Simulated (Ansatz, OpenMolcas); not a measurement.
**Predicting a hybrid from its neighbours: BBr2F**

The species is BBr2F (4 atoms), meant as a singlet with charge 0. As SMILES, `FB(Br)Br`. Geometry: relaxed at PBE0-D4/def2-TZVP.

The HOMO–LUMO gap y, in eV, basis cc-pVDZ; a is the functional's share of exact exchange. Programs: Ansatz 0.2.0, OpenMolcas 26.06.

| functional | program | a | y (eV) |
| --- | --- | --- | --- |
| TPSS | OpenMolcas | 0 | 5.34 |
| PBE | Ansatz | 0 | 5.11 |
| B3LYP | Ansatz | 0.2 | 6.90 |
| r2SCAN0 | Ansatz | 0.25 | ? |
| PBE0 | Ansatz | 0.25 | 7.37 |
| BHLYP | Ansatz | 0.5 | 9.61 |

Q: Fit y = c + s·a to the known rows and predict r2SCAN0.

A: 
1. Means of the 5 rows: a = 0.1900, y = 6.866.
2. Σ(Δa)² = 0.172, Σ(Δa·Δy) = 1.5048, so the slope is 1.5048/0.172 = 8.7488.
3. Intercept: 6.866 − (8.7488) × 0.1900 = 5.204. The largest residual of the fit is 0.14.
4. r2SCAN0: 5.204 + (8.7488) × 0.25 = 7.39 eV.

The run gave 7.80 eV, so the prediction is off by -0.41 eV, more than the scatter of the fit. Exact exchange lowers occupied levels and raises empty ones. The rows mix families of semi-local functionals, which the line can't see.

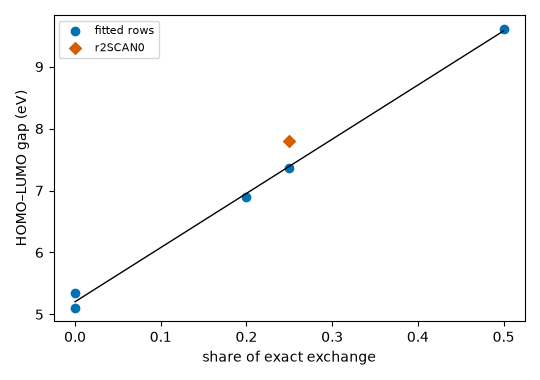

The fitted line, with the withheld row.
